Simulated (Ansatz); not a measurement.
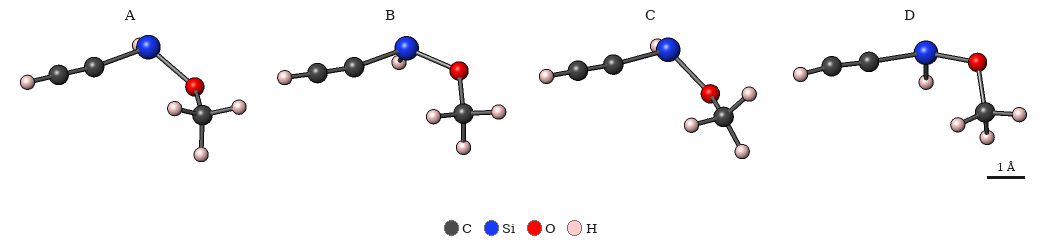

4 geometries from one relaxation of C₃H₅OSi (multiplicity 2) (coarse preliminary run), in shuffled order. Style: ball-and-stick. Shown from a free direction.

The start comes from a force field.

Theory: UKS PBE-D4/def2-SVP in Ansatz 0.2.0. (force threshold 0.03 eV/Å; at most 200 steps)

### Order the frames from highest to lowest energy.

D, B, A, C. They are steps 0, 9, 15, 30, at +42.5 kJ/mol, +9.36 kJ/mol, +2.59 kJ/mol relative to the last. Over 25 accepted moves (30 points after the start) the energy falls by 42.5 kJ/mol. Largest force component: 3.3 eV/Å at the start, 0.025 eV/Å at the end. The line search rejected the trial steps at points 6, 12, 23, 26, 28 of the run. The forces were under the threshold at step 25, but the run went on from there. The atom that moves furthest after the best rigid fit is the O atom (1.13 Å). Largest moves by element: O 1.13 Å, H 1.06 Å, C 0.22 Å, Si 0.12 Å. Some distances before and after: C–H 1.053 → 1.114 Å, C–O 1.466 → 1.416 Å, C–C 1.197 → 1.234 Å, O–Si 1.647 → 1.683 Å. Bond angles that change, for instance: Si–O–C 115.2° → 125.1°, C–C–H 172.4° → 178.9°, C–Si–O 117.3° → 111.2°. Groups turn about O–Si by about 105°, C–O by about 100°. Cost: 38 s on 4 threads of Arm Neoverse V2, on a shared host.
